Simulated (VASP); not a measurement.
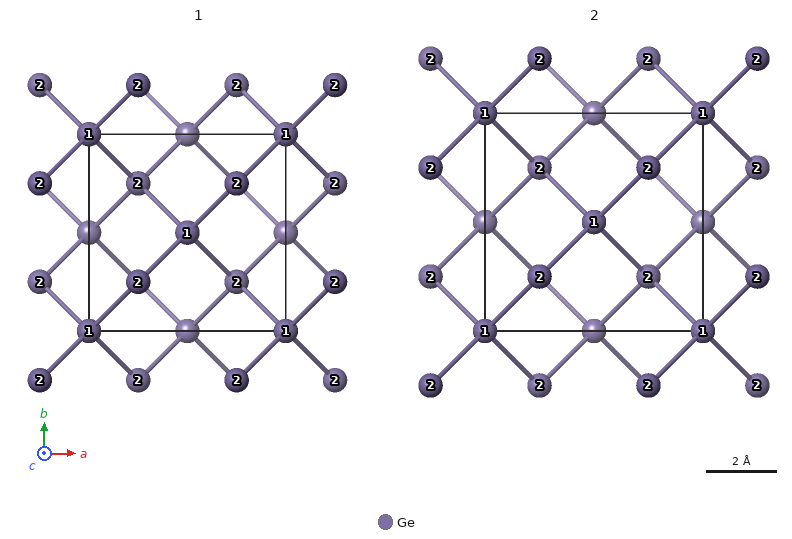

Two geometries of solid Ge (set up in Fd-3m), drawn at one scale. One is the start of a relaxation, the other its converged end. The picture is a ball-and-stick view of the conventional cell (4 times the calculation's cell), seen along the c axis. Lengths and directions refer to the drawn axes.

Theory: Kohn-Sham DFT of a periodic cell, PBE, VASP PAW PBE potentials, recommended (VASP 6.6.1). Set-up: plane-wave cutoff 520 eV; k-point mesh 2 × 2 × 2; occupations gaussian; smearing width 0.02 eV; no spin polarisation.

**Which geometry has the lower energy?**

Structure 2 is the relaxed one. The run lets cell and atoms move. The energy falls by 379 meV per atom in 21 geometry steps. All forces vanish by symmetry, so only the cell relaxes. The pressure goes from 9.11 to 0.01 GPa. The atoms keep their places relative to the cell (all moves are under 0.005 Å). Cell: a = b = c 5.658 → 6.265 Å (+10.7 %). Volume +35.8 %. Near-neighbour distances that change, for instance: Ge1–Ge2 2.450 → 2.713 Å. The space group stays Fd-3m (No. 227). The volume changes by over a tenth within one run on a fixed set of plane waves, so the end point should be relaxed again from the new cell. It ran on 1 thread of Intel(R) Xeon(R) Platinum 8488C (Sapphire Rapids), with other jobs on the host.
